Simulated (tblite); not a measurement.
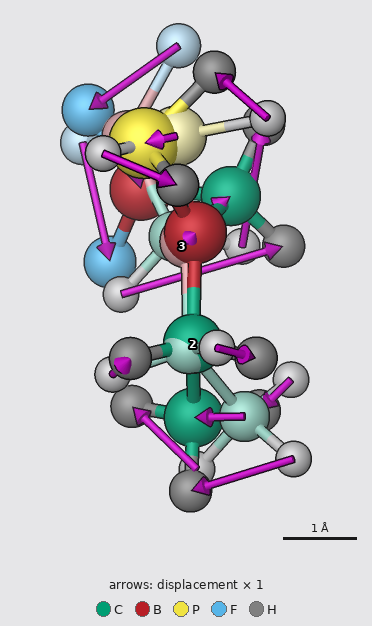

This is a relaxation of C₃H₉B₂F₂P. The starting structure is drawn faded, the final one solid; purple arrows show the displacements, at their true length. The two geometries are superimposed by the best rigid fit.

A ball-and-stick model, seen from a free direction.

Method: GFN2-xTB geometry optimisation, gas phase (tblite). 

> Describe the change and its energy.

After 212 geometry steps the energy has fallen by 223.7 kJ/mol. The largest move after the best rigid fit is that of an H atom, 2.35 Å. By element the largest moves are H 2.35 Å, F 1.74 Å, C 1.02 Å, B 0.75 Å, P 0.50 Å. Among the contacts that change: B–F 1.460 → 1.319 Å, H–P 1.473 → 1.382 Å, H–P 1.453 → 1.383 Å, B–C 1.614 → 1.582 Å. Among the angles between lasting bonds that change: B–P–H 111.9° → 98.8°, B–P–H 112.5° → 100.3°, H–P–H 106.3° → 95.1°. Groups turn about B–P by about 75°, B–C by about 70°, B–C by about 60°.
